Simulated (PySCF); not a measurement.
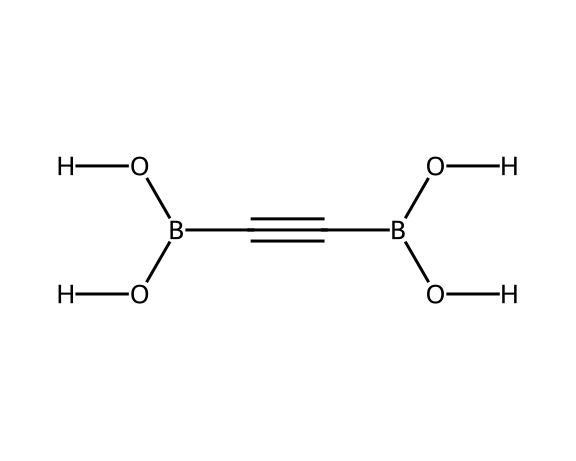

Skeletal drawing of a molecule.

Question: Give its SMILES.

Answer: OB(O)C#CB(O)O

Question: What is the molecular formula?

Answer: C2H4B2O4.

More results for the same structure follow; atom numbers are the same in all pictures, views and colours differ. The computed structure is the end point of a GFN2-xTB optimisation. No frequency run is at hand to confirm it as a minimum.

**Shape**

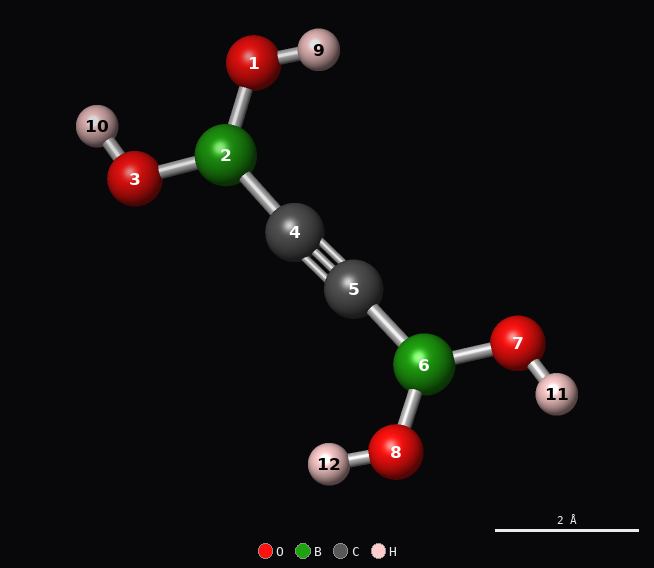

The atoms are numbered. No frequency run is at hand to confirm it as a minimum.

Question: What is the geometry at C5?

Answer: C5 has 2 neighbours (C4 at 1.21, B6 at 1.54 Å); the arrangement is linear.

Question: How are the neighbours of atom 4 arranged?

Answer: C4 has 2 neighbours (B2 at 1.54, C5 at 1.21 Å); the arrangement is linear.

Question: How are the neighbours of atom 2 arranged?

Answer: B2 has 3 neighbours (O1 at 1.36, O3 at 1.35, C4 at 1.54 Å); the arrangement is trigonal planar.

Question: What is the geometry at O8?

Answer: O8 has 2 neighbours (B6 at 1.36, H12 at 0.95 Å); the arrangement is bent.

**Polarisability**

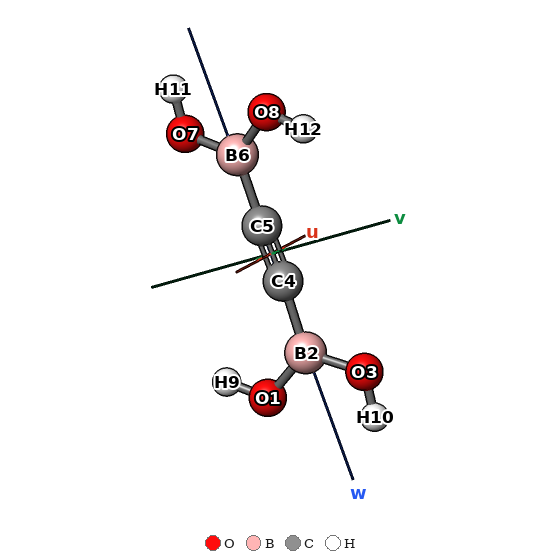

The lines u, v and w are the principal axes of the static dipole polarisability. No frequency run is at hand to confirm it as a minimum. Computed with PBE0/def2-SVPD (PySCF 2.14.0).

Question: Along which axis is the molecule most polarisable, and along which least?

Answer: Most along w (nearly parallel to the C4–C5 bond), least along u.

Question: Give the three principal values.

Answer: u 44.1, v 60.9, w 96.3 bohr³; mean 67.1, anisotropy 46.2 bohr³.

**Charges**

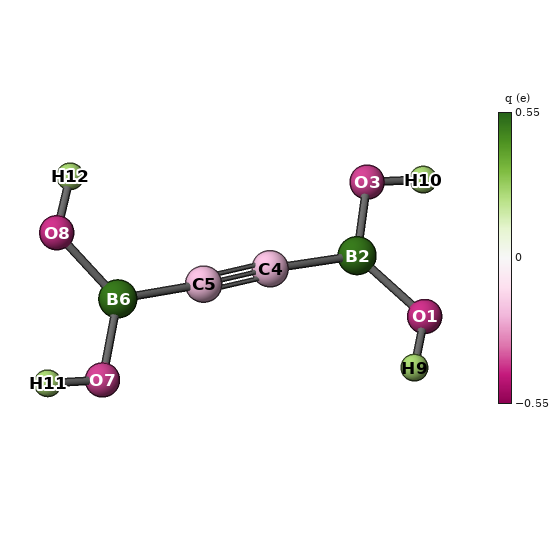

Atoms are coloured by their Mulliken charges. No frequency run is at hand to confirm it as a minimum. Method: PBE0/pcSseg-1, gas phase (PySCF 2.14.0).

Question: Which atom carries the highest charge (most positive or least negative)?

Answer: B2, B6 (0.50 e).

Question: And the lowest?

Answer: O1, O8 (−0.41 e).

List the Mulliken charges.

```tsv
atom	value (e)
O1	−0.41
B2	0.50
O3	−0.39
C4	−0.20
C5	−0.20
B6	0.50
O7	−0.39
O8	−0.41
H9	0.25
H10	0.25
H11	0.25
H12	0.25
```

**Quadrupole coupling**

No frequency run is at hand to confirm it as a minimum. Electric field gradients from the ground-state density, PBE0/pcSseg-1 (PySCF 2.14.0), non-relativistic apart from any core potentials.

Give the largest field-gradient component, the quadrupole coupling constant and the asymmetry for 17O at O1 (Q = −25.6 mb), 11B at B2 (Q = 40.59 mb), 17O at O3 (Q = −25.6 mb), 11B at B6 (Q = 40.59 mb), 17O at O7 (Q = −25.6 mb), 17O at O8 (Q = −25.6 mb), 2H at H9 (Q = 2.86 mb), 2H at H10 (Q = 2.86 mb).

```json
{"atom": "O1", "V_zz (a.u.)": "1.379", "e²qQ/h (MHz)": "−8.30", "η": "0.21"}
{"atom": "B2", "V_zz (a.u.)": "0.320", "e²qQ/h (MHz)": "3.05", "η": "0.13"}
{"atom": "O3", "V_zz (a.u.)": "1.383", "e²qQ/h (MHz)": "−8.32", "η": "0.12"}
{"atom": "B6", "V_zz (a.u.)": "0.320", "e²qQ/h (MHz)": "3.05", "η": "0.13"}
{"atom": "O7", "V_zz (a.u.)": "1.381", "e²qQ/h (MHz)": "−8.31", "η": "0.12"}
{"atom": "O8", "V_zz (a.u.)": "1.381", "e²qQ/h (MHz)": "−8.31", "η": "0.21"}
{"atom": "H9", "V_zz (a.u.)": "0.494", "e²qQ/h (MHz)": "0.332", "η": "0.06"}
{"atom": "H10", "V_zz (a.u.)": "0.485", "e²qQ/h (MHz)": "0.326", "η": "0.05"}
```

Mulliken values depend strongly on the basis set and can even reverse the polarity of a bond. The geometry is semi-empirical. Around B such bond lengths and angles can be off by a tenth of an ångström or more and by several degrees, and values that hang on the shape move with them.
